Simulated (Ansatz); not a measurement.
# Calculations on SiH6SeO

### Relaxation

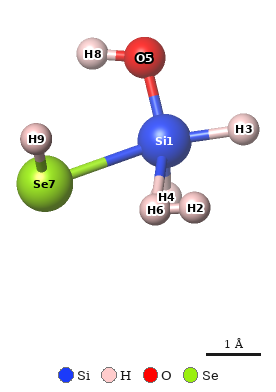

SiH6SeO (started from a transition state, displaced along its imaginary mode), before the relaxation. A ball-and-stick model, seen at a tilt.

Level of theory: RKS PBE0-D4/def2-TZVP (Ansatz 0.2.0).

Input
```yaml
crystal:
  periodic: [false, false, false]
  atoms:
    - {symbol: Si, position_ang: [-0.501610, -0.311817, 0.316330]}
    - {symbol: H, position_ang: [0.631674, -1.606193, -0.515604]}
    - {symbol: H, position_ang: [-1.387902, -1.463497, -0.091621]}
    - {symbol: H, position_ang: [-0.083807, -0.767484, 1.679278]}
    - {symbol: O, position_ang: [-1.560636, 0.851940, -0.058309]}
    - {symbol: H, position_ang: [1.034980, -1.000676, -0.386160]}
    - {symbol: Se, position_ang: [1.550300, 1.071551, 0.207861]}
    - {symbol: H, position_ang: [-1.116302, 1.722034, 0.064798]}
    - {symbol: H, position_ang: [1.433302, 1.504243, -1.216572]}
basis:
  gaussian: {orbitals: def2-TZVP}
hamiltonian: {xc: pbe0, dispersion: d4}
relax: {f_tol: 0.005, max_steps: 200}
```

Command:
```bash
ansatz run in.yaml --threads 4 --pin off --events-out ev --progress --plain --max-ram 9574MiB
```

**Predict the outcome.**

The atom that moves furthest after the best rigid fit is H2 (1.53 Å). By element the largest moves are H 1.53 Å, O 0.63 Å, Si 0.53 Å, Se 0.35 Å. Near-neighbour distances that change, for instance: Si1–H2 1.911 → 3.714 Å, Si1–H6 1.825 → 3.368 Å, H6–Se7 2.216 → 3.386 Å, Si1–Se7 2.477 → 2.277 Å. Among the angles between lasting bonds that change: H3–Si1–Se7 154.2° → 111.5°, O5–Si1–Se7 97.5° → 113.3°, H4–Si1–O5 127.8° → 112.8°. The energy falls by 168.5 kJ/mol in 27 accepted moves (28 points after the start). Largest force component: 1.7 eV/Å at the start, 0.0042 eV/Å at the end. The line search rejected the trial step at point 22 of the run.

Step by step:

| step | E − E(0), kJ/mol | largest force component, eV/Å | note |
| --- | --- | --- | --- |
| 0 | 0.00 | 1.6839 |  |
| 1 | -39.77 | 0.8249 |  |
| 2 | -73.05 | 1.0184 |  |
| 3 | -107.62 | 1.1464 |  |
| 4 | -136.05 | 0.9465 |  |
| 5 | -155.97 | 0.6174 |  |
| 6 | -162.31 | 0.3991 |  |
| 7 | -164.79 | 0.2304 |  |
| 8 | -167.52 | 0.1407 |  |
| 9 | -168.28 | 0.0433 |  |
| 10 | -168.36 | 0.1315 |  |
| 11 | -168.39 | 0.0186 |  |
| 12 | -168.41 | 0.0164 |  |
| 13 | -168.42 | 0.0268 |  |
| 14 | -168.42 | 0.0583 |  |
| 15 | -168.44 | 0.0378 |  |
| 16 | -168.45 | 0.0106 |  |
| 17 | -168.45 | 0.0124 |  |
| 18 | -168.46 | 0.0151 |  |
| 19 | -168.46 | 0.0146 |  |
| 20 | -168.47 | 0.0123 |  |
| 21 | -168.47 | 0.0165 |  |
| 22 | -168.46 | 0.0581 | rejected |
| 23 | -168.48 | 0.0183 |  |
| 24 | -168.49 | 0.0389 |  |
| 25 | -168.49 | 0.0294 |  |
| 26 | -168.50 | 0.0199 |  |
| 27 | -168.50 | 0.0077 |  |
| 28 | -168.50 | 0.0042 |  |

The structure at the end:

```xyz
9

Si   -0.6112    0.2046    0.2441
H     1.3961   -2.8911   -0.1856
H    -0.9687   -0.7264   -0.8456
H    -0.4210   -0.5054    1.5340
O    -1.8404    1.2918    0.2924
H     1.6730   -2.2079   -0.3089
Se    1.4239    1.1634   -0.1100
H    -1.7196    2.0661    0.8451
H     1.0681    1.6051   -1.4654
```

After the run, drawn alike:

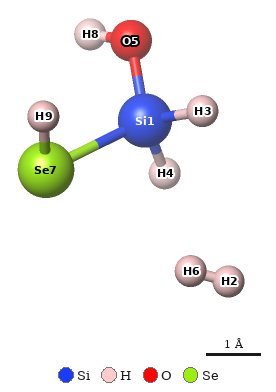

### Relaxation

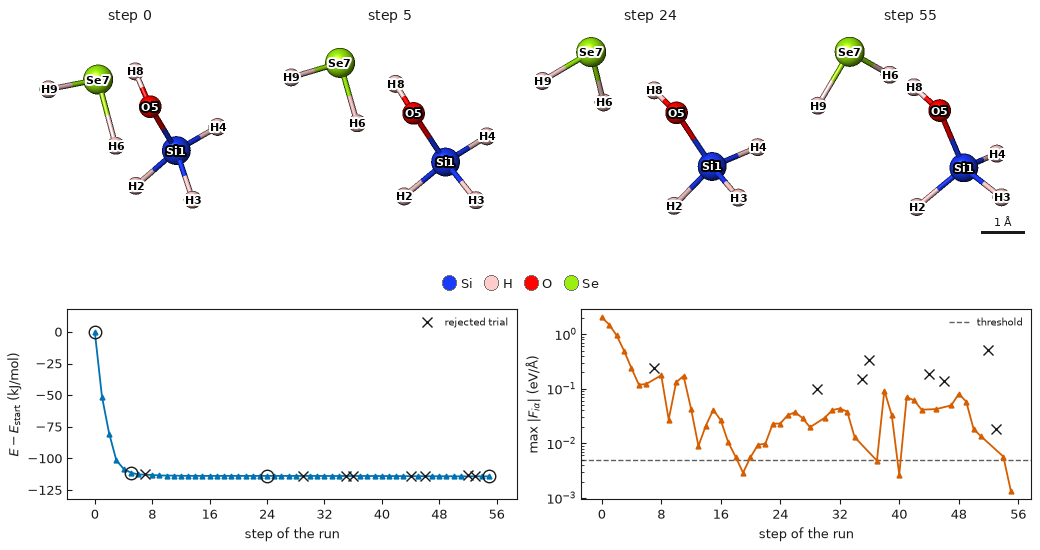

Frames of a relaxation of SiH$_{6}$SeO (started from a transition state, displaced along its imaginary mode), marked on the history of the run. The picture is a ball-and-stick view, seen from a free direction.

All numbers below come from RKS PBE0-D4/def2-TZVP in Ansatz.

Input file:
```yaml
crystal:
  periodic: [false, false, false]
  atoms:
    - {symbol: Si, position_ang: [-0.670062, -0.682192, 0.365129]}
    - {symbol: H, position_ang: [0.487351, -1.325852, -0.464749]}
    - {symbol: H, position_ang: [-1.690117, -1.641750, -0.092278]}
    - {symbol: H, position_ang: [-0.140680, -0.771800, 1.743232]}
    - {symbol: O, position_ang: [-1.380279, 0.759295, -0.111814]}
    - {symbol: H, position_ang: [1.102604, -0.406755, -0.334344]}
    - {symbol: Se, position_ang: [1.744841, 1.045161, 0.106002]}
    - {symbol: H, position_ang: [-0.901181, 1.558285, 0.042643]}
    - {symbol: H, position_ang: [1.447522, 1.465708, -1.253821]}
basis:
  gaussian: {orbitals: def2-TZVP}
hamiltonian: {xc: pbe0, dispersion: d4}
relax: {f_tol: 0.005, max_steps: 200}
```

Command:
```bash
ansatz run in.yaml --threads 4 --pin off --events-out ev --progress --plain --max-ram 9574MiB
```

Describe the path.

Answer. After 47 accepted moves (55 points after the start) the energy has fallen by 114.1 kJ/mol. The largest force component goes from 2 to 0.0014 eV/Å. The line search rejected the trial steps at points 7, 29, 35, 36, 44, 46, 52, 53 of the run. The forces were under the threshold at step 19, but the run went on from there. H6 moves most after the best rigid fit: 1.98 Å. By element the largest moves are H 1.98 Å, Se 0.98 Å, Si 0.55 Å, O 0.26 Å. Near-neighbour distances that change, for instance: Si1–H6 1.925 → 3.862 Å, Si1–Se7 2.980 → 4.169 Å, H6–Se7 1.648 → 1.468 Å, Si1–H2 1.563 → 1.491 Å. Among the angles between lasting bonds that change: H2–Si1–H3 94.6° → 109.5°, H3–Si1–H4 119.8° → 109.5°, H2–Si1–O5 121.1° → 112.0°. Cost: 110 s on 4 threads of Arm Neoverse V1, on a shared host. From step 0 to 5: H6 moves most (0.88 Å), energy −111.1 kJ/mol. From step 5 to 24: H6 moves most (0.76 Å), energy −2.66 kJ/mol. From step 24 to 55: H9 moves most (0.81 Å), energy −0.35 kJ/mol.

```csv
step,"E − E(0), kJ/mol","largest force component, eV/Å",note
0,0.00,2.0277,
1,-51.21,1.5018,
2,-80.30,0.9480,
3,-101.42,0.4962,
4,-108.13,0.2370,
5,-111.13,0.1178,
6,-112.61,0.1227,
7,-112.31,0.2403,rejected
8,-113.07,0.1761,
9,-113.42,0.0273,
10,-113.54,0.1310,
12,-113.73,0.0434,
15,-113.78,0.0411,
17,-113.79,0.0105,
19,-113.79,0.0029,
22,-113.79,0.0099,
24,-113.80,0.0231,
27,-113.81,0.0290,
29,-113.79,0.1004,rejected
31,-113.83,0.0407,
34,-113.86,0.0130,
36,-113.66,0.3432,rejected
38,-113.87,0.0928,
41,-113.93,0.0701,
43,-113.98,0.0414,
46,-113.98,0.1388,rejected
48,-114.06,0.0806,
50,-114.11,0.0182,
53,-114.13,0.0184,rejected
55,-114.15,0.0014,
```

### Reaction

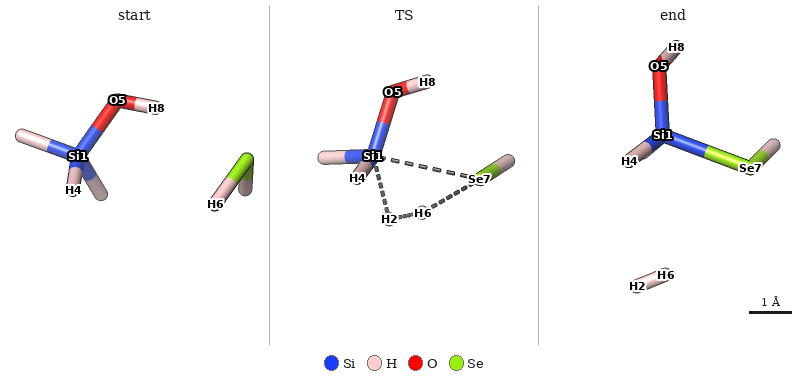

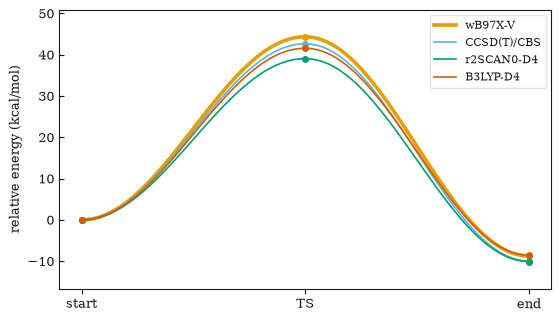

A reaction step of SiH₆SeO, with its energy diagram. Style: stick. Shown face on. Dashed sticks mark bonds that form or break.

Stationary points at PBE0-D4/def2-TZVP, single-point energies with wB97X-V, CCSD(T)/CBS, r2SCAN0-D4, B3LYP-D4 (def2-TZVPP where no basis is named; Ansatz 0.2.0). The energies are electronic, without zero-point or thermal terms, and both ends are the minima reached downhill from the saddle, with any fragments still in contact. CCSD(T)/CBS stands for a frozen-core estimate: MP2 correlation extrapolated from def2-TZVPP and def2-QZVPP, CCSD(T) minus MP2 from the smaller set.

Q: What happens, and what does it cost?

A: Counted by bonded pieces, the start holds H₂Se + SiH₄O and the end holds H₂ + SiH₄SeO. From the start over the saddle to the end, bonds form: Se–Si (4.17 → 2.73 → 2.28 Å), H–H (3.89 → 0.93 → 0.75 Å). Bonds break: H–Si (1.49 → 1.72 → 3.71 Å), H–Se (1.47 → 1.93 → 3.39 Å). The saddle has one imaginary mode, 906i cm⁻¹. With wB97X-V the barrier is 44.4 kcal/mol from the start and 53.1 kcal/mol from the end, and the end lies 8.7 kcal/mol below the start.

```
      level  barrier from the start (kcal/mol)  barrier from the end (kcal/mol)  the end less the start (kcal/mol)
    wB97X-V                               44.4                             53.1                               −8.7
CCSD(T)/CBS                               42.7                             52.6                              −10.0
 r2SCAN0-D4                               39.1                             49.1                              −10.1
   B3LYP-D4                               41.6                             50.1                               −8.5
```

Against CCSD(T)/CBS, B3LYP-D4 comes closest on the barrier from the start (−1.1 kcal/mol) and r2SCAN0-D4 misses most (−3.6 kcal/mol).

Limits of the set-up: the start holds two separate molecules, 2.6 Å apart at their closest, whose relative position is a soft coordinate.

### Path

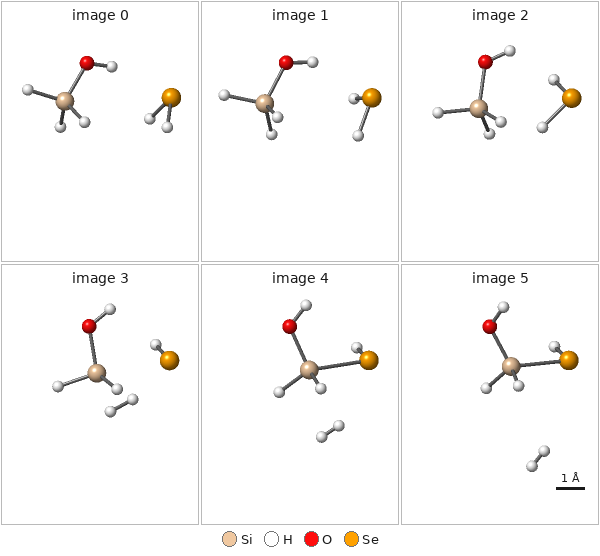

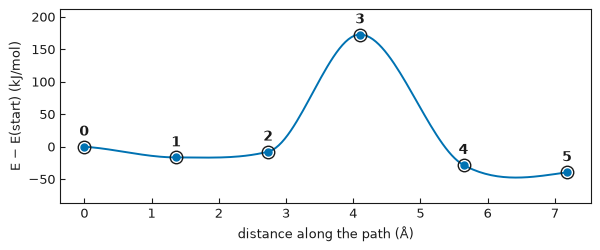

A search for the minimum-energy path of SiH$_{6}$SeO, made up at the start of SiH4O and H2Se by the nudged elastic band. Images are numbered from 0 (start) to 5 (end). Style: ball-and-stick. Shown at a tilt.

All numbers below come from RKS PBE0-D4/6-31G (Ansatz). Set-up: 4 movable images; climbing image.

Q: What happens along the path, and what is the barrier?

A: Breaking: H–Se (1.47 → 3.39 Å), H–Si (1.49 → 3.71 Å). Forming: H–H (3.89 → 0.75 Å), Se–Si (4.17 → 2.28 Å). Relative to the start the highest point is image 3 at +172.8 kJ/mol and the end lies at −39.4 kJ/mol, but the profile dips to −16.5 kJ/mol at image 1 on the way, so an end point isn't at the bottom of its valley along this path. The band converged in 28 iterations. The largest component of the band force went from 4.9 to 0.033 eV/Å. The climbing image converged on the top of the path. Its curvatures weren't checked. The largest force component is 2.55 eV/Å at the start and 2.38 eV/Å at the end; an end with forces this large is no minimum, and the barrier measured from it can be far off.

Limits of the set-up: the start holds two separate molecules, 2.6 Å apart at their closest, whose relative position is a soft coordinate; the basis has no polarisation functions, which atoms past neon need.

Cost: 2.4 min on 4 threads of Arm Neoverse V1, on a shared host.
